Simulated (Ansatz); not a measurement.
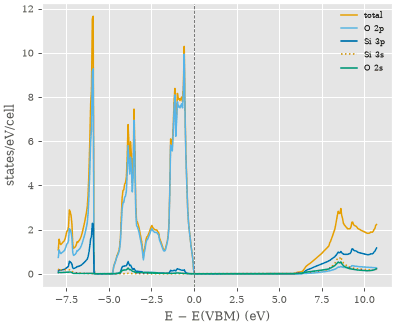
*Total and projected density of states of SiO₂ in space group Pn-3m (No. 224; Si on 2a, O on 4b), the program Ansatz at the r²SCAN level (PAW)*

Problem. Which orbitals carry the states next to the gap?

Solution. Top 1 eV of the valence band: O 2p 97 %. Bottom 1 eV of the conduction band: Si 3p 34 %, Si 3s 30 %, O 2s 25 %, outside the projected shells 7 %. Projections are on Löwdin-orthogonalised atomic valence shells; empty p or d shells of many metals are not among them.

Problem. Where is the tallest occupied peak in this window, and what makes it?

Solution. Near -5.9 eV, about 12 states/eV per cell; the largest projected share is O 2p.

The first step of the workflow began from a Materials Project structure, measured or hypothetical; the Crystallography Open Database copy checked does not list it. It is not the phase usual at ambient conditions (space group No. 92, 152, 154). The r²SCAN relaxation kept the symmetry of its start; phonons on a q-mesh show no instability.

Potentials: the earlier of the program's two PAW sets.
